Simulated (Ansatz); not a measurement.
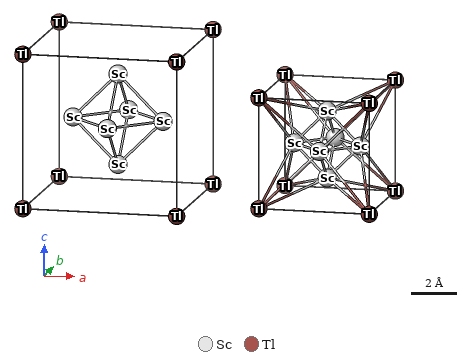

Two geometries of solid Sc6Tl (a generated structure, set up in Pm-3m) (coarse preliminary run), drawn at one scale. One is the start of a relaxation, the other its converged end. Style: ball-and-stick. Shown: the cell of the calculation, slightly off an axis.

Computed with Ansatz 0.2.0, DFT PBE, scalar-relativistic, plane waves, PAW. Set-up: plane-wave cutoff 420 eV; k-point mesh 4 × 4 × 4; occupations gaussian; smearing width 0.1 eV; no spin polarisation; cell and atoms relaxed; force threshold 0.04 eV/Å; at most 70 steps.

Question: Which one is relaxed?

Answer: The left one is the relaxed one. The largest moves relative to the cell, 0.061 Å, are those of Sc atoms. Tl stays in place. Cell: a = b = c 5.132 → 7.148 Å (+39.3 %). Volume +170.2 %. Among the contacts that change: Sc–Tl 3.769 → 5.267 Å, Sc–Sc 3.092 → 4.185 Å, Sc–Sc 2.040 → 2.963 Å, Sc–Sc 2.186 → 2.959 Å. Bonds break: Sc–Tl (3.77 → 5.27 Å). The space group stays Pm-3m (No. 221). The energy falls by 13.791 eV per cell of the calculation in 11 accepted moves (13 points after the start). Largest force component: 5 eV/Å at the start, 0.00081 eV/Å at the end. Pressure: 38.21 GPa at the start and 0.27 GPa at the end. The SCF was repeated twice at an unchanged geometry on a basis and grid sized afresh for the cell, which shifted the energy by 0.709 eV per cell of the calculation at most. The run took 87 s on 1 thread of Intel(R) Xeon(R) Platinum 8488C (Sapphire Rapids) (shared host), peak memory 0.7 GiB.
